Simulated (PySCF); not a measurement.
# CH5BClN (SMILES CNBCl): SCS-MP2/def2-SVP

Aim: the energy change on altering one bond length of CH5BClN at SCS-MP2/def2-SVP, from 2 runs. The job is set up through a Python script.

The results are computed with PySCF 2.14.0.

3 further runs of the same task are left out: 3 set aside as unsound or not needed.

### Step 1. The system as given

The species is CH5BClN (9 atoms), meant as a singlet with charge 0. SMILES: `CNBCl`. The shape is that of a PBE0-D4/def2-TZVP optimisation. This is one conformer, not always the lowest.

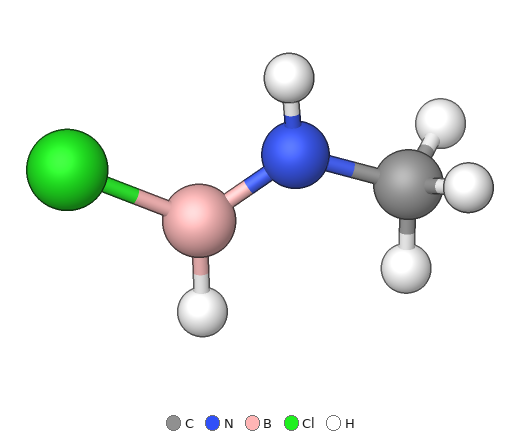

Viewed from a chosen angle; carbon grey, nitrogen blue, boron pink, chlorine green, hydrogen white.

### Step 2. The energy at SCS-MP2/def2-SVP

Input file run.py:

```python
from pyscf import gto, mp

molecule = gto.M(
    atom='''
C      0.963949     0.911037    -1.839459
N     -0.770819    -0.427078    -0.211082
B     -0.493407    -0.784614     2.358756
Cl    -2.825707    -2.484045     4.053085
H      1.713982    -0.322009    -3.319304
H      0.052723     2.530154    -2.745394
H      2.544894     1.606078    -0.718096
H     -2.306411    -1.144229    -1.084514
H      1.288037     0.026834     3.473695
''',
    max_memory=1860,
    unit='bohr',
    verbose=3,
    basis='def2-svp',
)

calc0 = molecule.RHF()
calc0.conv_tol = 1e-10
calc0.kernel()
if not calc0.converged:
    calc0 = calc0.newton().run(calc0.mo_coeff, calc0.mo_occ)

pt = mp.MP2(calc0, frozen=8).run()
energy = calc0.e_tot + 1.2 * pt.e_corr_os + pt.e_corr_ss / 3
print('E(%s) = %.9f' % ('SCS-MP2', energy))
```

Launch:

```
$ OMP_NUM_THREADS=1 python run.py
```

What it wrote:

```text
converged SCF energy = -579.265196215333
E(RMP2) = -579.79652409628  E_corr = -0.531327880946342
E(SCS-RMP2) = -579.791841364985  E_corr = -0.526645149651843
E(SCS-MP2) = -579.791841365
```

Run time: 1.9 s. Hardware: 1 thread of Intel Xeon Platinum 8488C (Sapphire Rapids), shared host; peak memory 0.19 GiB.

### Step 3. The distorted shape at the same level

Input file calc.py:

```python
from pyscf import gto, scf, mp

mol = gto.M(
    atom='''
C        0.488085       0.510473      -1.177338
N       -0.429915      -0.197627      -0.315638
B       -0.261100      -0.415200       1.248200
Cl      -1.495300      -1.314500       2.144800
H        0.884985      -0.142027      -1.960438
H        0.005885       1.367273      -1.656738
H        1.324685       0.878273      -0.583938
H       -1.242515      -0.577127      -0.777838
H        0.681600       0.014200       1.838200
''',
    charge=0,
    verbose=3,
    basis='def2-svp',
    max_memory=1860,
)

hf = scf.RHF(mol)
hf.conv_tol = 1e-10
hf.kernel()
if not hf.converged:
    hf = hf.newton().run(hf.mo_coeff, hf.mo_occ)

pt = mp.MP2(hf, frozen=8).run()
e_final = hf.e_tot + 1.2 * pt.e_corr_os + pt.e_corr_ss / 3
print('E(%s) = %.9f' % ('SCS-MP2', e_final))
```

Launch:

```
$ OMP_NUM_THREADS=1 python calc.py
```

What it wrote:

```text
converged SCF energy = -579.239433746078
E(RMP2) = -579.773306279567  E_corr = -0.533872533488646
E(SCS-RMP2) = -579.769137803984  E_corr = -0.529704057905721
E(SCS-MP2) = -579.769137804
```

It took 1.8 s on 1 thread of Intel Xeon Platinum 8488C (Sapphire Rapids), shared host; peak memory 0.19 GiB.

### Step 4. Outcome

At SCS-MP2/def2-SVP, 8 core orbitals frozen:

| quantity | value |
| --- | --- |
| first shape: total energy | -579.79184 Eh |
| first shape: dipole moment (Hartree–Fock density) | 2.87 D |
| first shape: HOMO energy (Hartree–Fock orbitals) | -10.93 eV |
| first shape: LUMO energy (Hartree–Fock orbitals) | 4.27 eV |
| first shape: HOMO–LUMO gap (Hartree–Fock orbitals) | 15.19 eV |
| first shape: correlation energy (8 core orbitals frozen) | -526.6 mEh |
| distorted shape: total energy | -579.76914 Eh |
| distorted shape: dipole moment (Hartree–Fock density) | 1.87 D |
| distorted shape: HOMO energy (Hartree–Fock orbitals) | -10.28 eV |
| distorted shape: LUMO energy (Hartree–Fock orbitals) | 3.44 eV |
| distorted shape: HOMO–LUMO gap (Hartree–Fock orbitals) | 13.72 eV |
| distorted shape: correlation energy (8 core orbitals frozen) | -529.7 mEh |
| energy change with the N2–B3 bond stretched from 1.381 to 1.588 Å | 0.618 eV |

What this shows: With the N2–B3 bond stretched from 1.381 to 1.588 Å the energy rises by 0.62 eV (14.2 kcal/mol). The first shape isn't relaxed at this level, so the change isn't measured from a minimum. Mulliken charges (first shape) of the mean-field density run from -0.34 on N2 to +0.26 on B3; they depend strongly on the basis.
